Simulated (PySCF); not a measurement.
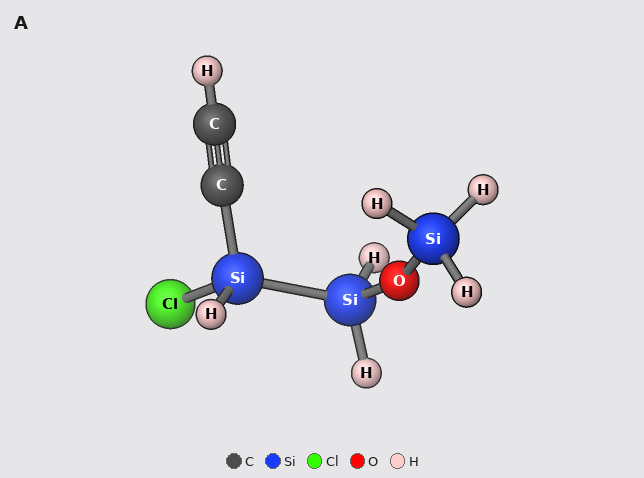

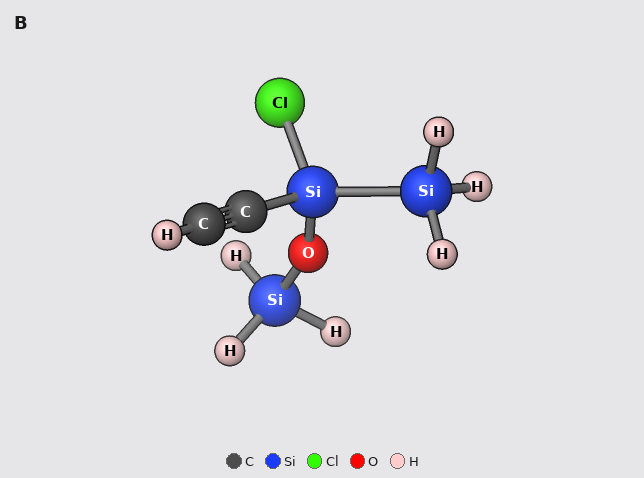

2 stationary structures of one formula. Geometries: GFN2-xTB. Electronic energies: PBE0/pcSseg-1 (PySCF 2.14.0), without zero-point energy. No frequency run is at hand to confirm each as a minimum. Each is one conformer, not always the lowest.

Question: How are they related?

Answer: They are constitutional isomers of C2H7ClOSi3: A `C#C[Si@@H](Cl)[SiH2]O[SiH3]`, B `C#C[Si@]([SiH3])(Cl)O[SiH3]`.

Question: Which is lowest in energy, and by how much?

Answer: B is lowest; A lies 30.4 kJ/mol above it.

The geometry is semi-empirical. Around Si such bond lengths and angles can be off by a tenth of an ångström or more and by several degrees, and values that hang on the shape move with them.
